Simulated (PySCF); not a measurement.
# CH₆GeO₂Si: electronic excitations at several levels of theory, part 2 of 2

PySCF 2.14.0. Atoms count from 0.

### Step 9. Ultraviolet spectrum: PBE0/def2-SVP

The job: settings as JSON, then the geometry in Å.

```
{"job": {"kind": "uv", "xc": "PBE0", "basis": "def2-SVP"}, "charge": 0, "multiplicity": 1}
O     -3.238938    -0.262540     0.872707
C     -2.046091    -0.237576     1.012258
Ge    -0.838706    -0.716199    -0.507734
O      0.838595    -0.547987     0.055349
Si     1.986342     0.638284     0.197247
H     -1.578815     0.049154     1.995305
H     -1.030944    -2.188234    -0.897033
H     -1.088265     0.233895    -1.694378
H      1.576395     1.654369     1.217835
H      3.266088     0.005624     0.624913
H      2.189591     1.343584    -1.107135
```

Method: TDDFT PBE0/def2-SVP, vertical, gas phase, core orbitals frozen in the response.

Standard output:

```text
coarse grid: 44200 points
cycle   1  E = -2557.3610747950  dE = -1.881e-01  |g| = 1.071e+00  |ddm| = 3.330e+00
cycle   2  E = -2556.6337346159  dE =  7.273e-01  |g| = 2.173e+00  |ddm| = 2.592e+00
cycle   3  E = -2557.5741582305  dE = -9.404e-01  |g| = 1.602e-01  |ddm| = 1.909e+00
cycle   4  E = -2557.5765856669  dE = -2.427e-03  |g| = 1.150e-01  |ddm| = 1.650e-01
cycle   5  E = -2557.5787077824  dE = -2.122e-03  |g| = 3.338e-02  |ddm| = 9.353e-02
cycle   6  E = -2557.5789169523  dE = -2.092e-04  |g| = 5.604e-03  |ddm| = 3.098e-02
cycle   7  E = -2557.5789228815  dE = -5.929e-06  |g| = 1.193e-03  |ddm| = 5.501e-03
final grid: 90824 points
cycle   8  E = -2557.5788833376  dE =  4.834e-07  |g| = 2.056e-03  |ddm| = 2.880e-03
cycle   9  E = -2557.5788806232  dE =  2.714e-06  |g| = 4.273e-03  |ddm| = 4.138e-03
cycle  10  E = -2557.5788841733  dE = -3.550e-06  |g| = 2.089e-04  |ddm| = 2.816e-03
cycle  11  E = -2557.5788841817  dE = -8.342e-09  |g| = 4.020e-05  |ddm| = 2.202e-04
cycle  12  E = -2557.5788841819  dE = -2.819e-10  |g| = 1.332e-05  |ddm| = 4.401e-05
converged SCF energy = -2557.5788841819

Static polarisability (au): isotropic 64.957, principal 53.962 65.345 75.565

Singlet excitations
state   eV       nm        f      main configurations
  1   3.3035    375.3   0.00135   H->L 0.97
  2   5.8559    211.7   0.00025   H->L+1 0.96
  3   6.2085    199.7   0.00244   H-1->L 0.65, H-2->L 0.31
  4   6.2849    197.3   0.00546   H-2->L 0.65, H-1->L 0.32
  5   7.0728    175.3   0.10472   H->L+2 0.81, H-3->L 0.11
  6   7.2934    170.0   0.00543   H-1->L+1 0.91
  7   7.3160    169.5   0.00785   H->L+3 0.87
  8   7.3867    167.8   0.03629   H-3->L 0.58, H-2->L+1 0.33
  9   7.4631    166.1   0.05675   H-2->L+1 0.55, H-3->L 0.23, H->L+2 0.11
 10   7.8759    157.4   0.00203   H-4->L 0.80, H-8->L 0.11

Triplet excitations (Tamm-Dancoff, eV): 2.5761 5.5974 5.6536 6.0895
```

Run time: 24 s. Hardware: 1 thread of Arm Neoverse N1, shared host; peak memory 0.59 GiB.

Key values: HOMO -7.09 eV, LUMO -1.59 eV; lowest singlet 3.30 eV.

### Step 10. TDDFT and polarisability: PBE0/def2-TZVP

The job, as its differences from that of step 9:

```diff
@@ -1,2 +1,2 @@
-{"job": {"kind": "uv", "xc": "PBE0", "basis": "def2-SVP"}, "charge": 0, "multiplicity": 1}
+{"job": {"kind": "uv", "xc": "PBE0", "basis": "def2-TZVP"}, "charge": 0, "multiplicity": 1}
 O     -3.238938    -0.262540     0.872707
```

Method: TDDFT PBE0/def2-TZVP, vertical, gas phase, core orbitals frozen in the response.

Standard output:

```text
coarse grid: 44200 points
cycle   1  E = -2557.9352155666  dE = -1.530e-01  |g| = 1.239e+00  |ddm| = 2.582e+00
cycle   2  E = -2557.1277757692  dE =  8.074e-01  |g| = 2.400e+00  |ddm| = 2.149e+00
cycle   3  E = -2558.1619399296  dE = -1.034e+00  |g| = 2.755e-01  |ddm| = 1.699e+00
cycle   4  E = -2558.1717499193  dE = -9.810e-03  |g| = 1.146e-01  |ddm| = 1.689e-01
cycle   5  E = -2558.1731702024  dE = -1.420e-03  |g| = 5.392e-02  |ddm| = 8.064e-02
cycle   6  E = -2558.1736789395  dE = -5.087e-04  |g| = 7.779e-03  |ddm| = 3.219e-02
cycle   7  E = -2558.1736896219  dE = -1.068e-05  |g| = 1.665e-03  |ddm| = 6.011e-03
cycle   8  E = -2558.1736901644  dE = -5.425e-07  |g| = 3.113e-04  |ddm| = 1.694e-03
final grid: 90824 points
cycle   9  E = -2558.1736523342  dE = -6.846e-08  |g| = 4.148e-04  |ddm| = 1.671e-03
cycle  10  E = -2558.1736522458  dE =  8.847e-08  |g| = 8.190e-04  |ddm| = 6.516e-04
cycle  11  E = -2558.1736523674  dE = -1.217e-07  |g| = 7.997e-05  |ddm| = 4.432e-04
cycle  12  E = -2558.1736523687  dE = -1.253e-09  |g| = 1.495e-05  |ddm| = 6.797e-05
cycle  13  E = -2558.1736523687  dE = -2.274e-11  |g| = 4.754e-06  |ddm| = 1.016e-05
converged SCF energy = -2558.1736523687

Static polarisability (au): isotropic 72.390, principal 60.574 72.094 84.502

Singlet excitations
state   eV       nm        f      main configurations
  1   3.2678    379.4   0.00115   H->L 0.97
  2   5.6660    218.8   0.00030   H->L+1 0.95
  3   6.1022    203.2   0.00247   H-1->L 0.72, H-2->L 0.24
  4   6.1767    200.7   0.00399   H-2->L 0.72, H-1->L 0.25
  5   6.8532    180.9   0.11567   H->L+2 0.71, H->L+3 0.12
  6   6.9534    178.3   0.00306   H->L+3 0.81, H->L+2 0.16
  7   7.0418    176.1   0.00522   H-1->L+1 0.96
  8   7.1519    173.4   0.00289   H-2->L+1 0.72, H-3->L 0.22
  9   7.2301    171.5   0.06408   H-3->L 0.64, H-2->L+1 0.20
 10   7.7133    160.7   0.00156   H-4->L 0.81, H-8->L 0.10

Triplet excitations (Tamm-Dancoff, eV): 2.5603 5.4468 5.6224 5.9955
```

It took 55 s on 1 thread of Arm Neoverse N1, shared host; peak memory 0.91 GiB.

In short: HOMO -7.22 eV, LUMO -1.79 eV; lowest singlet 3.27 eV.

### Step 11. TDDFT and polarisability: PBE0/aug-cc-pVDZ

The job, as its differences from that of step 10:

```diff
@@ -1,2 +1,2 @@
-{"job": {"kind": "uv", "xc": "PBE0", "basis": "def2-TZVP"}, "charge": 0, "multiplicity": 1}
+{"job": {"kind": "uv", "xc": "PBE0", "basis": "aug-cc-pVDZ"}, "charge": 0, "multiplicity": 1}
 O     -3.238938    -0.262540     0.872707
```

Method: TDDFT PBE0/aug-cc-pVDZ, vertical, gas phase, core orbitals frozen in the response.

Standard output:

```text
coarse grid: 44200 points
cycle   1  E = -2557.8634157433  dE = -1.175e-01  |g| = 1.008e+00  |ddm| = 7.162e+00
cycle   2  E = -2557.1405834216  dE =  7.228e-01  |g| = 2.129e+00  |ddm| = 4.063e+00
cycle   3  E = -2558.0624927991  dE = -9.219e-01  |g| = 1.191e-01  |ddm| = 2.690e+00
cycle   4  E = -2558.0630114319  dE = -5.186e-04  |g| = 1.162e-01  |ddm| = 3.293e-01
cycle   5  E = -2558.0654954509  dE = -2.484e-03  |g| = 2.283e-02  |ddm| = 1.768e-01
cycle   6  E = -2558.0656119626  dE = -1.165e-04  |g| = 4.796e-03  |ddm| = 5.679e-02
cycle   7  E = -2558.0656171865  dE = -5.224e-06  |g| = 1.245e-03  |ddm| = 9.545e-03
final grid: 90824 points
cycle   8  E = -2558.0655772406  dE =  4.633e-07  |g| = 2.072e-03  |ddm| = 1.004e-02
cycle   9  E = -2558.0655744897  dE =  2.751e-06  |g| = 4.293e-03  |ddm| = 7.456e-03
cycle  10  E = -2558.0655781408  dE = -3.651e-06  |g| = 3.065e-04  |ddm| = 4.672e-03
cycle  11  E = -2558.0655781641  dE = -2.330e-08  |g| = 4.255e-05  |ddm| = 5.986e-04
cycle  12  E = -2558.0655781645  dE = -3.629e-10  |g| = 1.763e-05  |ddm| = 1.037e-04
converged SCF energy = -2558.0655781645

Static polarisability (au): isotropic 77.476, principal 65.092 76.887 90.448

Singlet excitations
state   eV       nm        f      main configurations
  1   3.2482    381.7   0.00093   H->L 0.97
  2   5.4746    226.5   0.00117   H->L+1 0.95
  3   5.9782    207.4   0.00200   H-1->L 0.73, H-2->L 0.23
  4   6.0659    204.4   0.00084   H-2->L 0.66, H-1->L 0.23
  5   6.1032    203.1   0.00459   H->L+2 0.66, H->L+3 0.17
  6   6.3488    195.3   0.12221   H->L+3 0.69, H->L+2 0.18
  7   6.7377    184.0   0.01793   H->L+4 0.80, H->L+2 0.10
  8   6.8461    181.1   0.00606   H-1->L+1 0.72, H->L+5 0.17
  9   6.8659    180.6   0.00581   H->L+5 0.54, H-1->L+1 0.22, H-2->L+1 0.14
 10   6.9807    177.6   0.00492   H-2->L+1 0.54, H->L+6 0.21, H->L+5 0.17

Triplet excitations (Tamm-Dancoff, eV): 2.5579 5.2744 5.6141 5.8323
```

Run time: 47 s. Hardware: 1 thread of Arm Neoverse N1, shared host; peak memory 0.81 GiB.

In short: HOMO -7.22 eV, LUMO -1.85 eV; lowest singlet 3.25 eV.

### Step 12. Run by run: electronic excitations

Excitations and ground-state properties, with basis size and wall time:

| run | lowest singlet (eV) | brightest (eV) | f | gap (eV) | α (Å³) | μ (D) | functions | time |
| --- | --- | --- | --- | --- | --- | --- | --- | --- |
| B3LYP/def2-SVPD | 3.25 | 6.51 | 0.105 | 4.92 | 11.38 | 1.27 | 176 | 1.7 min |
| PBE0/def2-SVPD | 3.26 | 6.76 | 0.110 | 5.39 | 11.26 | 1.26 | 176 | 1.8 min |
| BHandHLYP/def2-SVPD | 3.40 | 7.59 | 0.161 | 7.96 | 10.79 | 1.49 | 176 | 78 s |
| CAM-B3LYP/def2-SVPD | 3.28 | 7.15 | 0.166 | 7.98 | 11.16 | 1.38 | 176 | 2.1 min |
| wB97X-D/def2-SVPD | 3.30 | 7.28 | 0.142 | 9.15 | 11.13 | 1.35 | 176 | 85 s |
| LC-wPBE/def2-SVPD | 3.29 | 7.92 | 0.179 | 10.50 | 10.89 | 1.38 | 176 | 1.7 min |
| PBE0/6-31G* | 3.38 | 7.89 | 0.183 | 5.59 | 9.06 | 1.09 | 104 | 20 s |
| PBE0/def2-SVP | 3.30 | 7.07 | 0.105 | 5.50 | 9.63 | 1.08 | 122 | 24 s |
| PBE0/def2-TZVP | 3.27 | 6.85 | 0.116 | 5.43 | 10.73 | 1.14 | 214 | 55 s |
| PBE0/aug-cc-pVDZ | 3.25 | 6.35 | 0.122 | 5.36 | 11.48 | 1.23 | 186 | 47 s |

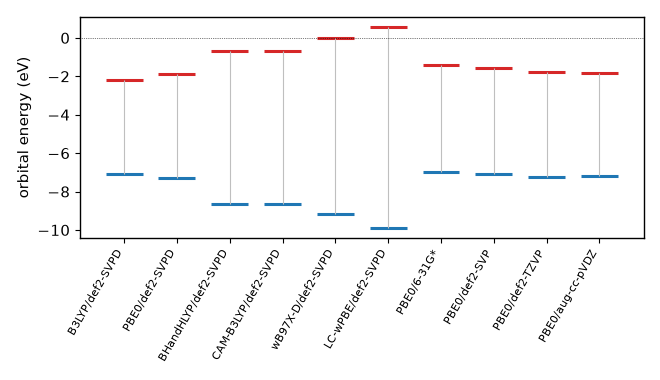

HOMO (blue) and LUMO (red) run by run.

### Step 13. Summary of results

What follows sums up all 2 parts.

| quantity | value |
| --- | --- |
| lowest singlet (B3LYP/def2-SVPD) | 3.25 eV (381 nm), f = 0.001 |
| brightest single state of those computed | state 6, 6.51 eV, f = 0.105 |
| lowest triplet | 2.61 eV |
| vertical ionisation energy (ΔSCF) | 9.37 eV |
| vertical electron affinity (ΔSCF) | -0.05 eV (unbound: the value hangs on the basis) |
| range of the lowest singlet | 3.25 to 3.40 eV |

Single values in the summary come from the first run of each kind that ended normally (B3LYP/def2-SVPD), which need not be the best level. The lowest singlet, at 3.25 eV, is HOMO→LUMO 0.98 and is dark; of the 10 states computed, the strongest absorption comes from state 6 at 6.51 eV. The lowest triplet lies 0.64 eV below the lowest singlet (triplets in Tamm-Dancoff, singlets in full TDDFT). ΔSCF puts the ionisation energy at 9.37 eV, 2.28 eV above −ε(HOMO). The lowest singlet runs from 3.25 eV (PBE0/aug-cc-pVDZ) to 3.40 eV (BHandHLYP/def2-SVPD), while the orbital gap spans 4.92 to 10.50 eV. The lowest state need not be the same one in every run. The runs solved for a few states only, so the brightest column depends on that window.
